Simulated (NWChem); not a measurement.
**B3LYP-D3(0)/6-311++G(2d,2p) (DKH3) run of AlH3O (AlH2(OH))**

Aim: the energy change on altering one bond length of AlH3O (AlH2(OH)) at B3LYP-D3(0)/6-311++G(2d,2p) (DKH3), from 2 runs. 

The calculation is run with NWChem 7.3.0.

1 further run of the same task is left out (set aside as unsound or not needed).

### 1 The system as given

AlH3O has 5 atoms, charge 0, and is taken as a singlet. SMILES: `[H][Al]([H])[OH]`. The shape comes from GFN2-xTB, which is rough for such elements, and wasn't checked as a minimum.

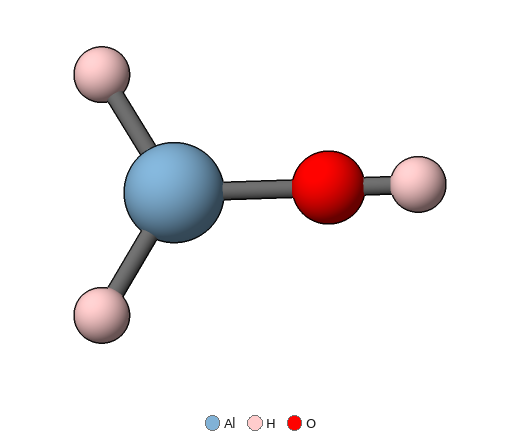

Viewed from a chosen angle; aluminium light blue, hydrogen pink, oxygen red.

### 2 Energy and one-electron properties at B3LYP-D3(0)/6-311++G(2d,2p) (DKH3)

alh3o.nw

```
start alh3o
title "AlH2(OH)"
memory total 2200 mb

geometry units angstroms noautoz
   Al    0.271770    0.451120   -0.109270
   H     1.798980    0.417230   -0.221380
   H    -0.481020    1.769010   -0.311810
   O    -0.555450   -0.920030    0.226660
   H    -1.034280   -1.717330    0.415800
end

basis spherical bse
   Al library "6-311++G(2d,2p)"
   H library "6-311++G(2d,2p)"
   O library "6-311++G(2d,2p)"
end

relativistic
   douglas-kroll dk3
end

dft
   xc b3lyp
   disp vdw 3
   grid fine
   direct
   mulliken
   print low
end

property
   dipole
   esp
   moldenfile
   molden_norm janpa
end

task dft property
```

Command:

```sh
$ nwchem alh3o.nw > alh3o.out
```

The log of the run:

```text
[...]
 Group name             Cs
[...]
 d= 0,ls=0.0,diis     1   -319.9288310730 -3.73D+02  9.34D-03  8.67D-01     3.7
[...]
 d= 0,ls=0.0,diis     7   -319.9963359058 -7.19D-08  2.33D-06  3.57D-08    12.5
         Total DFT energy =     -319.996335905819
      One electron energy =     -549.678037681428
           Coulomb energy =      204.924416823449
    Exchange-Corr. energy =      -28.561463772240
 Nuclear repulsion energy =       53.319659603538
    Dispersion correction =       -0.000910879139
[...]
      Total Density - Mulliken Population Analysis
     ---------------------------------------------
    Atom       Charge   Shell Charges
 -----------   ------   -------------------------------------------------------
    1 Al  13    12.29   0.81  1.16  0.98  1.01  0.74  0.38  2.15  3.76  0.60  0.40  0.03 -0.04  0.11  0.07  0.13
    2 H    1     1.23   0.25  0.60  0.37  0.00  0.00  0.01
    3 H    1     1.23   0.25  0.60  0.37  0.00  0.00  0.01
    4 O    8     8.55   1.09  0.90  1.00  0.96  2.10  0.91  1.66 -0.11  0.03  0.00  0.01
    5 H    1     0.69   0.27  0.35  0.01  0.00  0.02  0.04
[...]
   Dipole moment        1.1742010190 Debye(s)
             DMX       -0.0097474327 DMXEFC        0.0000000000
             DMY       -1.1741605600 DMYEFC        0.0000000000
             DMZ        0.0000000000 DMZEFC        0.0000000000
   -EFC- dipole         0.0000000000 DEBYE(S)
   Total dipole         1.1742010190 DEBYE(S)
[...]
```

Run time: 13 s. Hardware: 1 thread of AMD EPYC 9R45 (Zen 5), shared host; peak memory 0.12 GiB.

Atomic charges (e):

| atom | Mulliken | Löwdin |
| --- | --- | --- |
| Al1 | +0.710 | +0.570 |
| H2 | -0.230 | -0.160 |
| H3 | -0.230 | -0.160 |
| O4 | -0.550 | -0.180 |
| H5 | +0.310 | -0.070 |

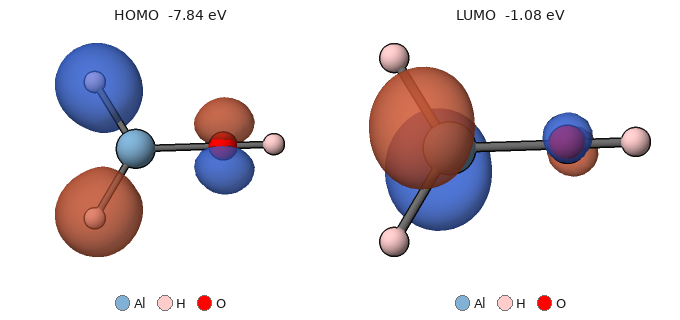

Frontier orbitals of this run, surfaces at ±0.2 Å^-3/2.

### 3 The distorted shape, same level

sp.nw

```
START sp
memory total 2200 mb

GEOMETRY units angstrom noautoz
  Al       0.511185       0.849770      -0.203840
  H        2.038395       0.815880      -0.315950
  H       -0.241605       2.167660      -0.406380
  O       -0.316035      -0.521380       0.132090
  H       -1.034280      -1.717330       0.415800
END

BASIS spherical bse
  Al library "6-311++G(2d,2p)"
  H library "6-311++G(2d,2p)"
  O library "6-311++G(2d,2p)"
END

RELATIVISTIC
  douglas-kroll dk3
END

DFT
  xc b3lyp
  disp vdw 3
  grid fine
  direct
  mulliken
END

PROPERTY
  dipole
  esp
  moldenfile
  molden_norm janpa
END

TASK dft property
```

Command:

```sh
$ nwchem sp.nw > sp.out
```

The log of the run:

```text
[...]
 Group name             Cs
[...]
          Wavefunction type:  closed shell.
          No. of atoms     :     5
          No. of electrons :    24
[...]
          Charge           :     0
          Spin multiplicity:     1
[...]
          AO basis - number of functions:    92
[...]
              XC Information
              --------------
                         B3LYP Method XC Potential
                     Hartree-Fock (Exact) Exchange  0.200
                        Slater Exchange Functional  0.800 local
                    Becke 1988 Exchange Functional  0.720 non-local
              Lee-Yang-Parr Correlation Functional  0.810
                  VWN I RPA Correlation Functional  0.190 local
[...]
 d= 0,ls=0.0,diis     1   -319.7908645032 -3.71D+02  1.53D-02  1.07D+00     3.8
[...]
 d= 0,ls=0.0,diis     8   -319.8997820861  3.05D-08  2.21D-06  4.23D-07    14.2
         Total DFT energy =     -319.899782086064
      One electron energy =     -546.108007192667
           Coulomb energy =      203.226582272711
    Exchange-Corr. energy =      -28.404858706629
 Nuclear repulsion energy =       51.387846505452
    Dispersion correction =       -0.001344964932
[...]
      Total Density - Mulliken Population Analysis
     ---------------------------------------------
    Atom       Charge   Shell Charges
 -----------   ------   -------------------------------------------------------
    1 Al  13    12.19   0.81  1.16  0.98  1.01  0.73  0.30  2.15  3.76  0.60  0.38  0.04 -0.02  0.10  0.07  0.14
    2 H    1     1.23   0.25  0.60  0.37 -0.00  0.00  0.01
    3 H    1     1.23   0.25  0.60  0.37 -0.00  0.00  0.01
    4 O    8     8.68   1.09  0.90  0.96  0.99  2.00  0.93  1.82 -0.12  0.11  0.00  0.01
    5 H    1     0.66   0.14  0.34  0.14  0.01  0.00  0.03
[...]
   Dipole moment        1.8980620371 Debye(s)
             DMX       -0.0134756157 DMXEFC        0.0000000000
             DMY       -1.8980142003 DMYEFC        0.0000000000
             DMZ       -0.0000000000 DMZEFC        0.0000000000
   -EFC- dipole         0.0000000000 DEBYE(S)
   Total dipole         1.8980620371 DEBYE(S)
[...]
```

Run time: 15 s. Hardware: 1 thread of AMD EPYC 9R45 (Zen 5), shared host; peak memory 0.24 GiB.

Atomic charges (e):

| atom | Mulliken | Löwdin |
| --- | --- | --- |
| Al1 | +0.810 | +0.520 |
| H2 | -0.230 | -0.160 |
| H3 | -0.230 | -0.160 |
| O4 | -0.680 | -0.460 |
| H5 | +0.340 | +0.270 |

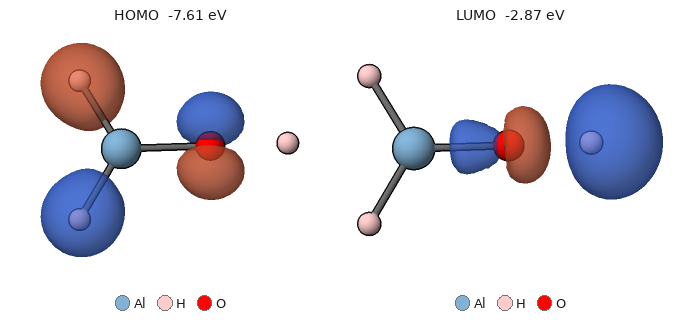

Frontier orbitals of this run, surfaces at ±0.2 Å^-3/2.

### 4 Outcome

At B3LYP-D3(0)/6-311++G(2d,2p) (DKH3):

| quantity | value |
| --- | --- |
| first shape: total energy | -319.99634 Eh |
| first shape: dipole moment | 1.17 D |
| first shape: dispersion energy | -2.39 kJ/mol |
| distorted shape: total energy | -319.89978 Eh |
| distorted shape: dipole moment | 1.90 D |
| distorted shape: HOMO energy | -7.61 eV |
| distorted shape: LUMO energy | -2.87 eV |
| distorted shape: HOMO–LUMO gap | 4.75 eV |
| distorted shape: dispersion energy | -3.53 kJ/mol |
| energy change with the O4–H5 bond stretched from 0.949 to 1.424 Å | 2.627 eV |

In words: With the O4–H5 bond stretched from 0.949 to 1.424 Å the energy rises by 2.63 eV (254 kJ/mol). The first shape isn't relaxed at this level, so the change isn't measured from a minimum.
